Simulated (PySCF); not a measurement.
**C6H10Si: density, localisation and related maps**

Input

```
{"job": {"kind": "nmr", "xc": "PBE0", "basis": "pcSseg-1", "pop": false}, "charge": 0, "multiplicity": 1}
C     -0.874579     1.533273     1.027586
C     -0.018610     0.449785     0.437564
Si    -1.200989    -0.733624    -0.878598
C      0.727106    -0.515317     1.164902
C      1.724074    -1.042609     0.336300
C      1.631792    -0.451105    -0.930391
C      0.562295     0.472844    -0.909980
H     -1.489785     1.148024     1.853813
H     -0.240583     2.343499     1.422528
H     -1.554460     1.978433     0.284718
H     -1.647656    -0.394300    -2.273322
H     -2.468844    -0.574600    -0.083303
H     -0.685129    -2.121624    -0.802771
H      0.522091    -0.804542     2.196165
H      2.414446    -1.841282     0.610265
H      2.232525    -0.698190    -1.805419
H      0.366306     1.251336    -1.650056
```

Launched as:

```sh
OMP_NUM_THREADS=1 python ens_run.py task.json out
```

Geometry: PBE0-D3(BJ)/def2-SVP.

The calculation used PySCF 2.14.0, PBE0/pcSseg-1, SCF density, gas phase, non-relativistic.

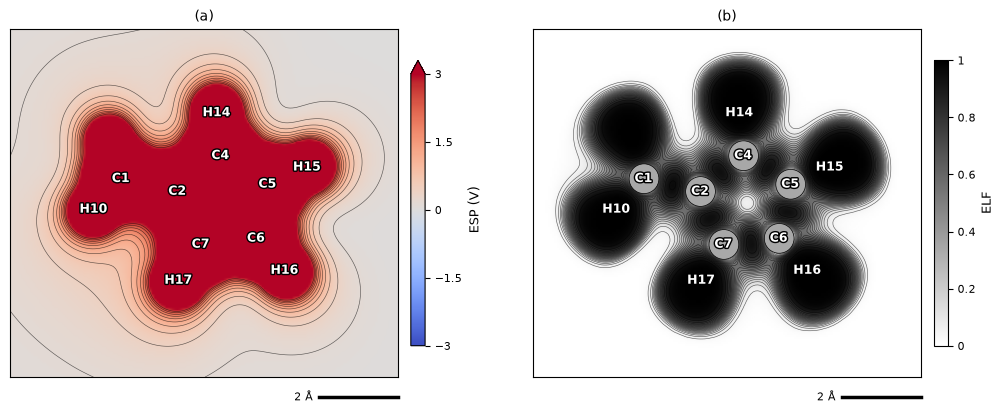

Figure 1. (a) molecular electrostatic potential; (b) ELF on the plane of atoms C6, C5 and H15. Grey discs cover the atomic cores in the ELF map.

### Interpret the plot.

- The section cuts through C and H sites.
- C–C (1.40 Å): the ELF peaks at about 0.95 between the atoms, as expected for a covalent bond.
- C–H (1.09 Å): the ELF climbs to about 1 towards the hydrogen, as it does in any bond to H; an ordinary covalent bond to hydrogen.
- C–C (1.47 Å): the ELF peaks at about 0.95 between the atoms, as expected for a covalent bond.
- The potential has no marked negative region in this plane.

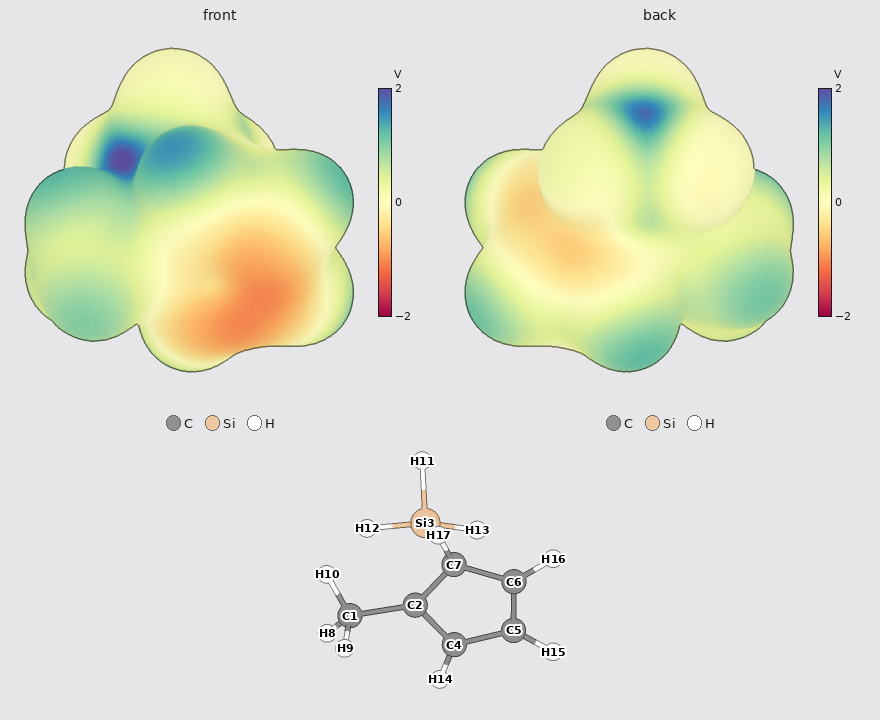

Figure 2. The electrostatic potential painted on the density surface at 0.004 e/bohr³, seen from the front and from behind; the colour scale runs from red (negative) to blue (positive). The bare structure is drawn below in the same view.

### Where is the surface potential most negative and most positive?

The most negative region (about −1.0 V, or −23 kcal/mol for a unit charge) lies over the π face of C4, C5 and C6, the most positive (about +1.8 V, or +42 kcal/mol for a unit charge) over Si3.

### What dipole moment does the calculation give?

Its dipole moment is 0.74 D.
